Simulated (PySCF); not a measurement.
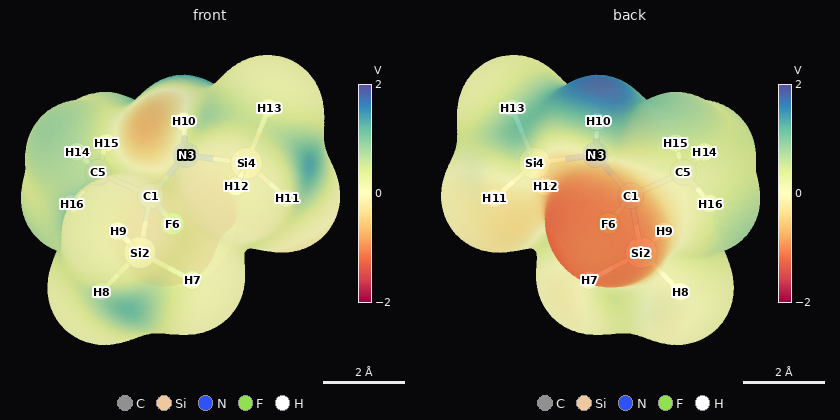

The picture shows: C2H10FNSi2 (SMILES CC(F)([SiH3])N[SiH3]). The electrostatic potential painted on the density surface at 0.002 e/bohr³, seen from the front and from behind; red is negative and blue positive.

Geometry: PBE0-D3(BJ)/def2-SVP.

All numbers below come from PySCF, PBE0/pcSseg-1, SCF density, gas phase, non-relativistic.

The calculation's input:

```
{"job": {"kind": "nmr", "xc": "PBE0", "basis": "pcSseg-1"}, "charge": 0, "multiplicity": 1}
C     -0.069990    -0.638962    -0.274620
Si     0.524733     0.626930    -1.598541
N     -0.174773    -0.102671     1.028765
Si    -0.831294     1.455196     1.483482
C      0.772293    -1.899117    -0.274213
F     -1.349866    -1.025659    -0.763620
H     -0.469014     1.734630    -1.708554
H      0.610941    -0.095585    -2.900191
H      1.864362     1.183922    -1.242174
H     -0.257507    -0.825389     1.741217
H     -2.234384     1.703156     1.030261
H      0.029990     2.543232     0.931156
H     -0.784903     1.476611     2.974409
H      1.801607    -1.679422     0.043216
H      0.333319    -2.627204     0.429055
H      0.792142    -2.363264    -1.269746
```

Run with:

```sh
OMP_NUM_THREADS=1 python cluster_run.py task.json out
```

> Which sites attract a positive test charge, and which a negative one?

A positive charge is drawn to the negative regions and a negative charge to the positive ones. The most negative region (about −1.2 V, or −28 kcal/mol for a unit charge) lies over F6, the most positive (about +1.7 V, or +39 kcal/mol for a unit charge) over H10.

> What dipole moment does the calculation give?

Its dipole moment is 1.74 D.
